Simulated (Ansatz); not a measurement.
**The atomisation energy (no zero-point term) down a group: C to Ge**

One atom is swapped for its congeners: C2H7Si `CC[SiH2]`; CH7Si2 `[SiH2]C[SiH3]`; CH7GeSi `[SiH2][CH2][GeH3]`. All are doublets with charge 0.

Shapes, held fixed at every level: PBE0-D4/def2-TZVP. Flexible molecules stand in one conformer, not always the lowest. Programs: Ansatz 0.2.0. Values in eV.

| level | C2H7Si | CH7Si2 | CH7GeSi |
| --- | --- | --- | --- |
| SPW92/def2-TZVPP | 39.95 | 35.57 | 34.51 |
| PBE0-D4/def2-TZVPP | 35.81 | 32.02 | 30.75 |
| wB97M-V/def2-TZVPP | 35.75 | 32.22 | 30.81 |
| wB97X-V/def2-TZVPP | 35.81 | 32.41 | 31.11 |
| B2PLYP/def2-TZVPP | 35.38 | 31.80 | 30.51 |
| MP2/def2-TZVPP | 34.99 | 31.32 | 30.18 |

At MP2/def2-TZVPP the atomisation energy falls at every step, from 34.99 to 30.18 eV. Every level shows the same order. Open shells run unrestricted unless RO is named. Relativity is left out for Ge unless named. Correlated rows may include outer-core shells of Ge, which these sets cover unevenly. Spin-orbit coupling, which grows down the group, is left out (summed over each molecule's free atoms 0.03, 0.04, 0.14 eV).

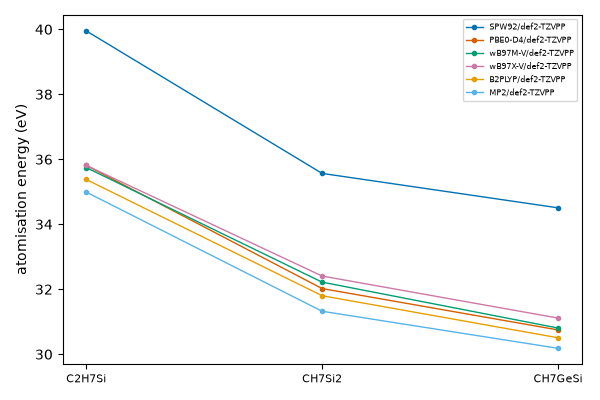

The trend along the series, level by level.
